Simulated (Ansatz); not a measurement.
```xyz
10

Al   -1.4424   -0.2022    0.0817
C     1.3974    0.3340   -0.7260
H    -1.6249   -0.9673   -1.2872
H    -1.6287    1.3558    0.2721
H     1.0781   -0.2824    0.1213
S    -1.1717   -1.4516    1.8613
H     0.5534    0.7615   -1.2726
H     1.9710   -0.2929   -1.4069
H     2.0123    1.1478   -0.3446
H    -1.1447   -0.4027    2.7009
```

The product side of a reaction path; geometry: PBE0-D4/def2-TZVP.

Method: Ansatz 0.2.0, RKS PBE0-D4/def2-TZVPP.

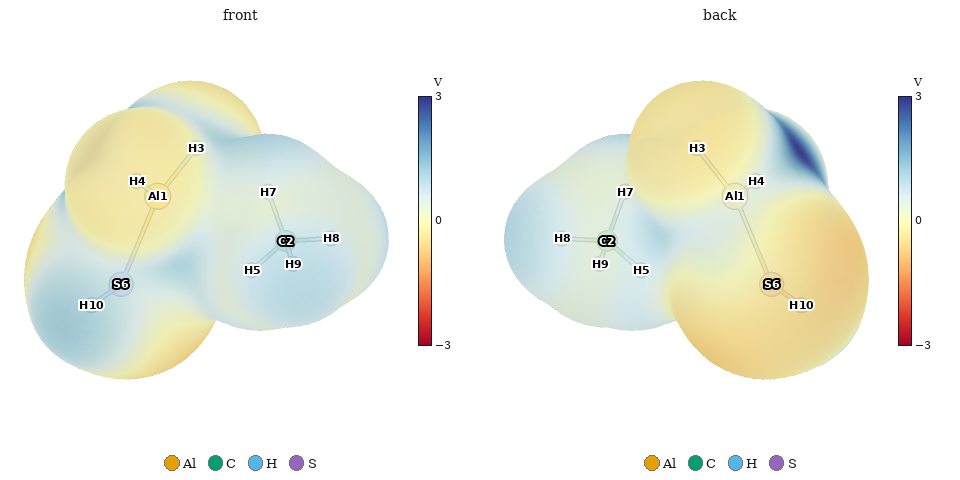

AlH₃S···CH₄. The electrostatic potential painted on the density surface at 0.002 e/bohr³, seen from the front and from behind; the colour scale runs from red (negative) to blue (positive).

> Describe the electrostatic potential map.

The most negative region (about −0.8 V) lies over S6, the most positive (about +2.7 V) over Al1.
